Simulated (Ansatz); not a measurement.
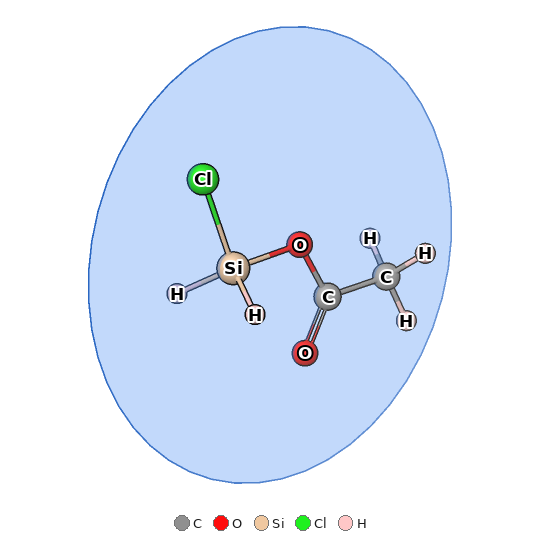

All proper rotation axes (lines) and mirror planes (discs) of the structure are drawn in. Distant atoms are faded towards the background colour. The geometry was computed by an optimisation with PBE0-D4/def2-TZVP.

> Name the symmetry elements and the point group.

It has 1 mirror plane. Point group Cs. The group has 2 operations. The geometry is achiral, and symmetry allows a dipole moment.
